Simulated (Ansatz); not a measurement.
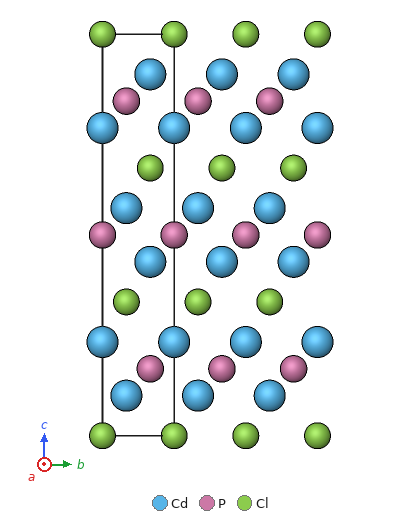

Projection along an edge of the hexagonal mesh, stacking direction c upwards. Every atom sits on one of the three columns of the mesh; call them A, B, C in the order in which they first turn up. The sequence starts with the first layer at or above the cell's origin.

Cd₂PCl: the geometry relaxed with DFT PBE, scalar-relativistic, plane waves, PAW in Ansatz 0.2.0; the starting structure was generated, so it need not be a known form of this composition.

> Read off the stacking sequence over one period.

Cl(A) – Cd(B) – P(C) – Cd(A) – Cl(B) – Cd(C) – P(A) – Cd(B) – Cl(C) – Cd(A) – P(B) – Cd(C) (twelve layers in 19.61 Å).

Heights of the layers:

```tsv
layer	atoms (column)	height (Å)	to next (Å)
1	Cl(A)	0.00	1.96
2	Cd(B)	1.96	1.31
3	P(C)	3.27	1.31
4	Cd(A)	4.58	1.96
5	Cl(B)	6.54	1.96
6	Cd(C)	8.50	1.31
7	P(A)	9.81	1.31
8	Cd(B)	11.12	1.96
9	Cl(C)	13.07	1.96
10	Cd(A)	15.03	1.31
11	P(B)	16.34	1.31
12	Cd(C)	17.65	1.96
```
